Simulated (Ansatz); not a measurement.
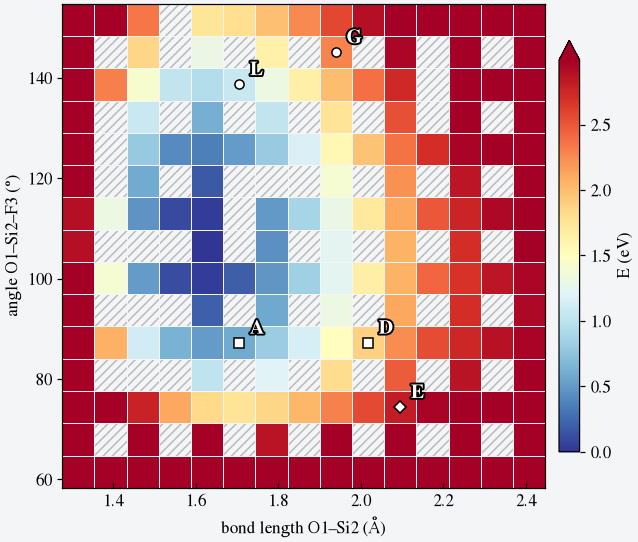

F₂HOSi, SMILES O[Si](F)F, spin multiplicity 2. First axis: bond length O1–Si2. Second axis: angle O1–Si2–F3. Nothing is relaxed (all other coordinates rigid). The scan uses a 15 × 15 grid. At 57 points there is no value. Points are written as (first, second). Energies: eV, counted from the lowest grid point. These are results of Ansatz 0.2.0, UHF/def2-TZVP, not measurements.

The picture shows one coloured cell a grid point, one colour for all values above the top of the scale, hatched blanks where no value was computed, lettered points.

Q: Rank the lettered points by energy, lowest first.

A: A (0.59 eV), L (1.06 eV), D (1.88 eV), G (2.28 eV), E (2.81 eV).
